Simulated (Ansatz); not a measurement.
C2H4AlBO (SMILES BC#C[O][AlH2])

The calculation's input:

```
crystal:
  periodic: [false, false, false]
  atoms:
    - {symbol: B, position_ang: [-2.047032, 1.541565, 0.601884]}
    - {symbol: C, position_ang: [-0.844064, 0.868553, 0.048711]}
    - {symbol: C, position_ang: [0.141130, 0.316304, -0.403795]}
    - {symbol: O, position_ang: [1.174177, -0.240380, -0.897780]}
    - {symbol: Al, position_ang: [2.018705, -1.689035, -0.443347]}
    - {symbol: H, position_ang: [-2.641488, 1.059922, 1.522871]}
    - {symbol: H, position_ang: [-2.433232, 2.573068, 0.133160]}
    - {symbol: H, position_ang: [3.250841, -1.983583, -1.368409]}
    - {symbol: H, position_ang: [1.469463, -2.492714, 0.789606]}
basis:
  gaussian: {orbitals: def2-TZVPP}
hamiltonian: {xc: pbe0, dispersion: d4}
output: {orbitals: {seedname: orbitals}}
```

Run with:

```sh
ansatz run in.yaml --threads 2 --pin off --events-out ev --progress --plain --max-ram 4352MiB
```

Geometry: PBE0-D4/def2-TZVP.

These are results of Ansatz, RKS PBE0-D4/def2-TZVPP, not measurements.

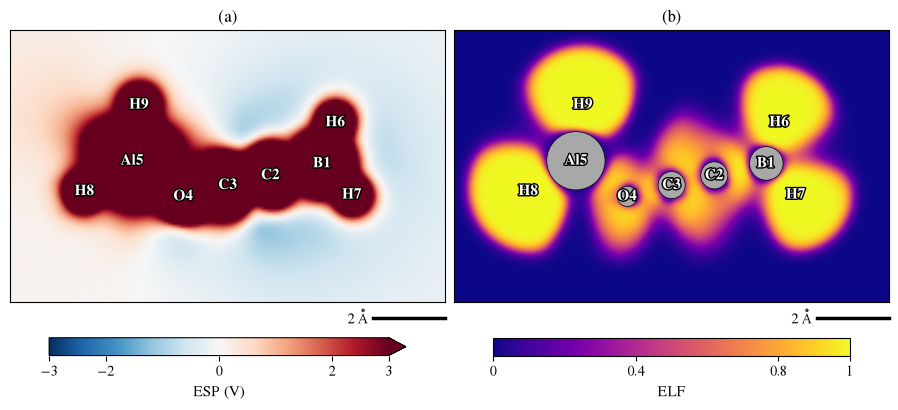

Figure 1. (a) molecular electrostatic potential; (b) ELF on the molecular plane. Grey discs cover the atomic cores in the ELF map.

Question: What do the fields say about this system?

Answer: The section cuts through B, C, O, Al and H sites. C–C (1.22 Å): the ELF peaks at about 0.80 between the atoms; a multiple bond. C–O (1.27 Å): the ELF peaks at about 0.85 between the atoms (a polar covalent bond). C–B (1.49 Å): the ELF peaks at about 0.95 between the atoms; a covalent bond. Al–O (1.74 Å): the ELF peaks at about 0.90 in the valence shell of O, 0.6 Å from its nucleus, and is about 0.45 at the midpoint. B–H (1.20 Å): the ELF climbs to about 1 towards the hydrogen, as it does in any bond to H; a covalent bond by its length. The ELF also peaks beside O4, away from the bonds: lone-pair regions. Outside the dense part of the molecule the potential is most negative (−1.1 V) near C2.

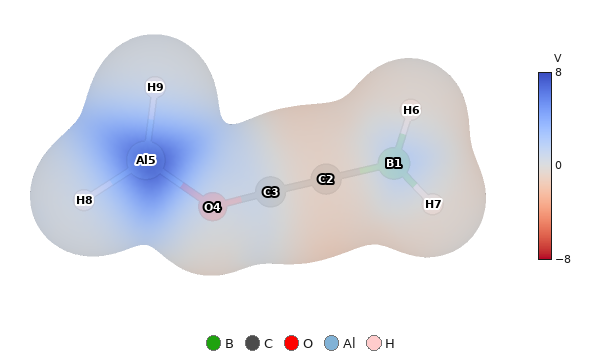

Figure 2. The electrostatic potential painted on the density surface at 0.004 e/bohr³, seen across its widest extent; red is negative and blue positive.

Question: Describe the electrostatic potential map.

Answer: The most negative region (about −1.1 V) lies over C2 and C3, the most positive (about +6.9 V) over Al5.

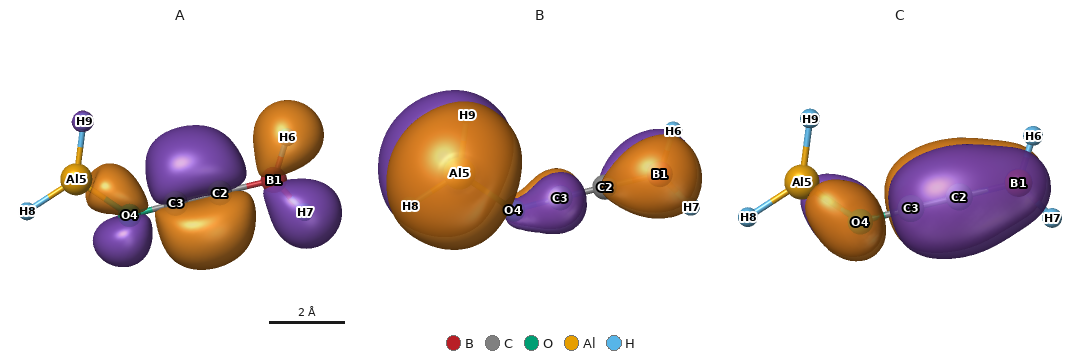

Figure 3. Three frontier orbitals at ±0.06 Å⁻³ᐟ² (orange and purple are the two phases), in no order.

Question: Which picture is the HOMO−1, the HOMO and the LUMO?

Answer: C is the HOMO−1 (−7.66 eV). By Hirshfeld shares it lies mainly on C2 (about 45 %), C3 (about 25 %), O4 (about 15 %) and B1 (about 10 %); it changes sign across the molecular plane (π type); π-bonding across C2–C3; π-antibonding (a node) across C3–O4. A is the HOMO (−6.87 eV). By Hirshfeld shares it lies mainly on C2 (about 35 %), C3 (about 30 %), O4 (about 15 %) and B1 (about 10 %); it is symmetric in the molecular plane (an in-plane orbital: σ, lone-pair or in-plane π type). B is the LUMO (−2.06 eV). By Hirshfeld shares it lies mainly on Al5 (about 65 %) and B1 (about 10 %); it changes sign across the molecular plane (π type).

Question: What is the HOMO–LUMO gap?

Answer: 4.81 eV between the orbital energies.

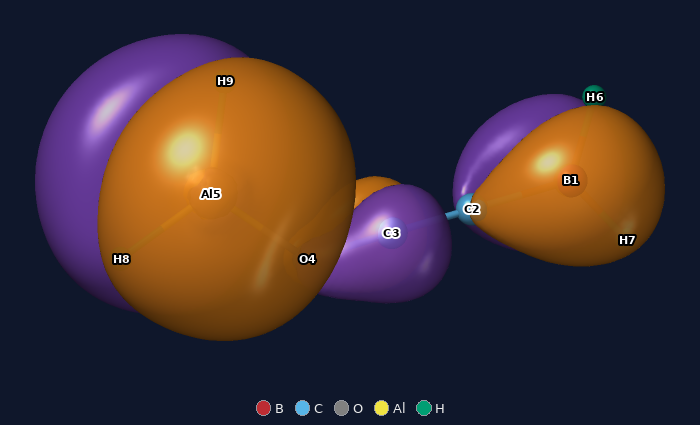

Figure 4. The LUMO at ±0.06 Å⁻³ᐟ² (orange and purple are the two phases), seen at a tilt.

Question: Where does this orbital lie, and at what energy?

Answer: Its weight (Hirshfeld) is mainly on Al5 (about 65 %) and B1 (about 10 %); it changes sign across the molecular plane (π type). Its energy is −2.06 eV.
